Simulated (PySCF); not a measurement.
AlClO: single-point calculation

System: AlClO, multiplicity 3, SMILES [O]=[Al][Cl].
Method: MP2/STO-3G, UHF (PySCF 2.14.0).

The geometry is that of the parent species in another charge or spin state. The geometry comes from this level: GFN2-xTB.

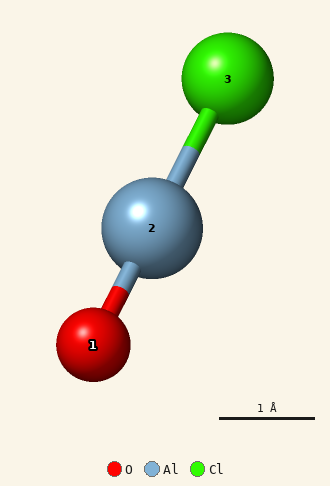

*The structure as given in the input (ball-and-stick view, seen at an oblique angle; atoms are numbered from 1 in the order of the input). Sticks mark near contacts.*

Bond lengths as drawn: Al–Cl 2.01 Å and Al–O 1.57 Å.

The input (input.py):
```python
from pyscf import gto, mp

mol = gto.M(
    atom='start.xyz',
    spin=2,
    max_memory=1860,
    charge=0,
    verbose=4,
    basis='sto-3g',
)

myscf = mol.UHF()
myscf.conv_tol = 1e-10
myscf.kernel()
if not myscf.converged:
    myscf = myscf.newton().run(myscf.mo_coeff, myscf.mo_occ)

pt = mp.MP2(myscf, frozen=11).run()
e_tot = pt.e_tot
print('Final energy', e_tot)
```

File start.xyz:
```
3
AlClO
O      0.107470     1.694260     0.245960
Al     0.009340     0.147220     0.021380
Cl    -0.116820    -1.841490    -0.267330
```

Hardware: 1 thread of Arm Neoverse V1, 24 GiB of memory available, shared host.

Command:
```bash
OMP_NUM_THREADS=1 python input.py
```

Log:
```
PySCF version 2.14.0

[INPUT] num. atoms = 3
[INPUT] num. electrons = 38
[INPUT] charge = 0
[INPUT] spin (= nelec alpha-beta = 2S) = 2
[INPUT] symmetry False subgroup None
[INPUT] Mole.unit = angstrom
[INPUT] Symbol           X                Y                Z      unit          X                Y                Z       unit  Magmom
[INPUT]  1 O      0.107470000000   1.694260000000   0.245960000000 AA    0.203088866607   3.201687383806   0.464797037598 Bohr   0.0
[INPUT]  2 Al     0.009340000000   0.147220000000   0.021380000000 AA    0.017650042003   0.278205480058   0.040402344543 Bohr   0.0
[INPUT]  3 Cl    -0.116820000000  -1.841490000000  -0.267330000000 AA   -0.220757805872  -3.479911761125  -0.505180484880 Bohr   0.0

nuclear repulsion = 113.321164840881
number of shells = 13
number of NR pGTOs = 69
number of NR cGTOs = 23
basis = sto-3g
ecp = {}

******** <class 'pyscf.scf.uhf.UHF'> ********
method = UHF
initial guess = minao
damping factor = 0
level_shift factor = 0
DIIS = <class 'pyscf.scf.diis.CDIIS'>
diis_start_cycle = 1
diis_space = 8
diis_damp = 0
SCF conv_tol = 1e-10
SCF conv_tol_grad = None
SCF max_cycles = 50
direct_scf = True
direct_scf_tol = 1e-13
number electrons alpha = 20  beta = 18
Set gradient conv threshold to 1e-05
init E= -767.001787959321
  alpha nocc = 20  HOMO = -0.0145772015116495  LUMO = 0.231004794562035

WARN: beta  nocc = 18  HOMO -0.477459762585204 >= LUMO -0.477459762584999

WARN: HOMO -0.0145772015116495 >= LUMO -0.477459762584999

cycle= 1 E= -767.328628118868  delta_E= -0.327  |g|= 0.208  |ddm|= 2.16
  alpha nocc = 20  HOMO = -0.098466794921328  LUMO = 0.356936221953738
  beta  nocc = 18  HOMO = -0.289195003448036  LUMO = 0.239745277548069
  HOMO = -0.0984667949213  LUMO = 0.239745277548  gap/eV = 9.20322
cycle= 2 E= -767.370108202336  delta_E= -0.0415  |g|= 0.0476  |ddm|= 0.439
  alpha nocc = 20  HOMO = -0.0892828408638634  LUMO = 0.378364304116342
  beta  nocc = 18  HOMO = -0.32604048352108  LUMO = 0.235369730142229
  HOMO = -0.0892828408639  LUMO = 0.235369730142  gap/eV = 8.83425
cycle= 3 E= -767.372246162086  delta_E= -0.00214  |g|= 0.0126  |ddm|= 0.0937
  alpha nocc = 20  HOMO = -0.0897794783717605  LUMO = 0.379940981189252
  beta  nocc = 18  HOMO = -0.328053045040229  LUMO = 0.244260033139348
  HOMO = -0.0897794783718  LUMO = 0.244260033139  gap/eV = 9.08968
cycle= 4 E= -767.372489152295  delta_E= -0.000243  |g|= 0.00417  |ddm|= 0.0317
  alpha nocc = 20  HOMO = -0.0904988682007239  LUMO = 0.378932826528953
  beta  nocc = 18  HOMO = -0.3275968575938  LUMO = 0.243240873945073
  HOMO = -0.0904988682007  LUMO = 0.243240873945  gap/eV = 9.08152
cycle= 5 E= -767.372529477248  delta_E= -4.03e-05  |g|= 0.00133  |ddm|= 0.0162
  alpha nocc = 20  HOMO = -0.0904180297710678  LUMO = 0.378799994727798
  beta  nocc = 18  HOMO = -0.327696966837759  LUMO = 0.243093999345413
  HOMO = -0.0904180297711  LUMO = 0.243093999345  gap/eV = 9.07532
cycle= 6 E= -767.372535061952  delta_E= -5.58e-06  |g|= 0.000391  |ddm|= 0.0075
  alpha nocc = 20  HOMO = -0.0903916367129731  LUMO = 0.378745136942511
  beta  nocc = 18  HOMO = -0.327706157165589  LUMO = 0.24303379401825
  HOMO = -0.090391636713  LUMO = 0.243033794018  gap/eV = 9.07297
cycle= 7 E= -767.372535568313  delta_E= -5.06e-07  |g|= 8.59e-05  |ddm|= 0.0024
  alpha nocc = 20  HOMO = -0.0904053789619378  LUMO = 0.378708776694367
  beta  nocc = 18  HOMO = -0.327685089781034  LUMO = 0.24298316383816
  HOMO = -0.0904053789619  LUMO = 0.242983163838  gap/eV = 9.07196
cycle= 8 E= -767.372535586349  delta_E= -1.8e-08  |g|= 2.05e-05  |ddm|= 0.000419
  alpha nocc = 20  HOMO = -0.0904059265391925  LUMO = 0.378710832959923
  beta  nocc = 18  HOMO = -0.327686174620737  LUMO = 0.242986322723658
  HOMO = -0.0904059265392  LUMO = 0.242986322724  gap/eV = 9.07207
cycle= 9 E= -767.372535587227  delta_E= -8.78e-10  |g|= 5.33e-06  |ddm|= 7.92e-05
  alpha nocc = 20  HOMO = -0.0904062917933861  LUMO = 0.378711287034213
  beta  nocc = 18  HOMO = -0.327687405512576  LUMO = 0.242985666255631
  HOMO = -0.0904062917934  LUMO = 0.242985666256  gap/eV = 9.07206
cycle= 10 E= -767.372535587298  delta_E= -7.16e-11  |g|= 1.43e-06  |ddm|= 2.27e-05
  alpha nocc = 20  HOMO = -0.0904063082810667  LUMO = 0.378711324235243
  beta  nocc = 18  HOMO = -0.327687539591831  LUMO = 0.242985687611417
  HOMO = -0.0904063082811  LUMO = 0.242985687611  gap/eV = 9.07206
```

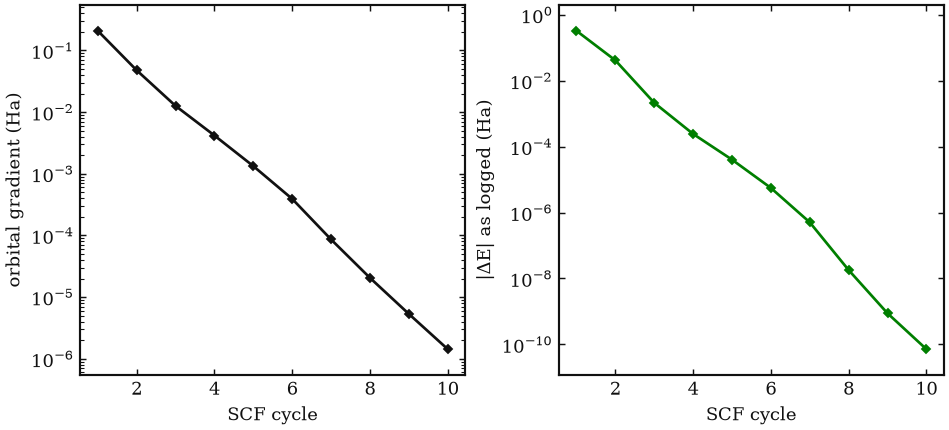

*Convergence of the self-consistent field: orbital gradient and size of the energy change against the SCF cycle.*

The residual falls at every step.

```
Extra cycle  E= -767.372535587303  delta_E= -4.55e-12  |g|= 8.1e-07  |ddm|= 3.96e-06
converged SCF energy = -767.372535587303  <S^2> = 2.008339  2S+1 = 3.0055542

******** <class 'pyscf.mp.ump2.UMP2'> ********
nocc = (np.int64(9), np.int64(7)), nmo = (12, 12)
frozen orbitals 11
E(UMP2) = -767.408281723395  E_corr = -0.0357461360915745
E(SCS-UMP2) = -767.408849993178  E_corr = -0.0363144058754751
E_corr(same-spin) = -0.00759341242432421
E_corr(oppo-spin) = -0.0281527236672503
Final energy -767.4082817233946
```

Key numbers:

- outcome: converged
- total energy: −767.408282 hartree
- SCF energy: −767.372536 hartree
- correlation energy: −0.035746 hartree
- basis functions: 23
- ⟨S²⟩: 2.008
- wall time: 0.83 s
- peak memory: 0.12 GiB

The record of the run, not the program, notes: logged alpha LUMO and gap are faulty.
